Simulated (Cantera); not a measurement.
A closed system holds: 1 mol Fe2O3, 0.15 mol Cl2, held at 0.420 bar.

Equilibrium computed with Cantera from the NASA thermochemical tables; the gas is ideal and each condensed phase is pure. Candidate condensed phases: Fe, FeCl2, FeCl3, FeO, Fe2O3, Fe3O4; 13 gas species. Condensed phases not in the tables: FeOCl. Kinetics and transport are ignored.

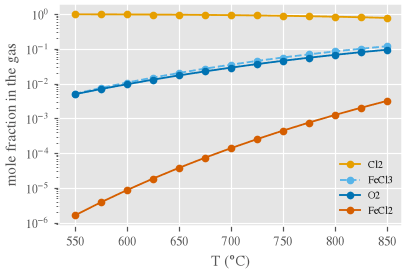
*Equilibrium gas composition (values under 1e-9 drawn at 1e-9)*

From 550 °C to 850 °C the condensed part is Fe2O3(s). The main Fe-bearing gas is FeCl3 throughout.
